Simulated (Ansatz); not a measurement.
SrVO3 (cubic perovskite): energy against volume

SrVO$_{3}$ (cubic perovskite)

```xyz
5
Lattice="3.8407 0.0000 0.0000 0.0000 3.8407 0.0000 0.0000 0.0000 3.8407" Properties=species:S:1:pos:R:3 pbc="T T T"
Sr     0.0000     0.0000     0.0000
V      1.9203     1.9203     1.9203
O      0.0000     1.9203     1.9203
O      1.9203     1.9203     0.0000
O      1.9203     0.0000     1.9203
```

Equation-of-state scan: isotropic scaling of the cell above, V₀ being its volume. Symmetry pins the atoms to their sites.

These are r2SCAN (plane waves to 500 eV, PAW, scalar-relativistic; Ansatz, a program for electronic structure) values and carry that method's errors. k mesh 12×12×12 (Γ-centred), Fermi-Dirac smearing 0.05 eV. Energies are smeared free energies. The magnetic moment jumps within the scan, so the points may not all belong to one state, and nothing is fitted. Relaxed SrVO3 ends ferromagnetic. SrVO3 is run spin-polarised and with no Hubbard U. SrVO3 was relaxed with its symmetry unable to fall. Other magnetic orders were not checked, so this need not be the ground state. The zero of ΔE is the relaxed starting cell.

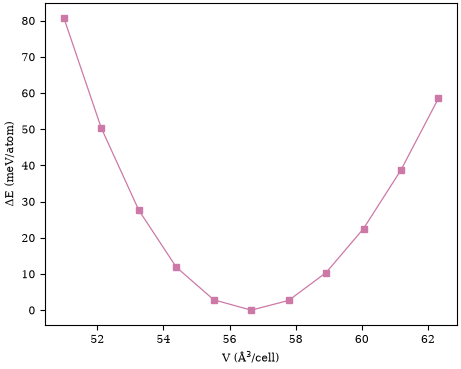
Fig. 1. ΔE (meV/atom) against V (Å³/cell); markers are the computed points, lines only join them.

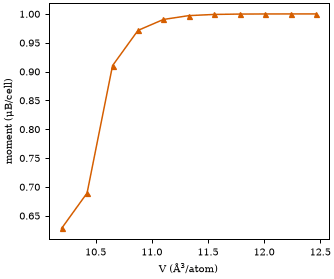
Fig. 1. Moment (μB/cell) against V (Å³/atom); one marker a computed point.

The energy cost of the largest expansion comes out as 59 meV/atom, the pressure at the smallest volume comes out as 24.7 GPa and the energy cost of the largest compression is 81 meV/atom.

(A scan under strain: stresses follow from slopes of the energy per volume, elastic moduli from its curvatures.)
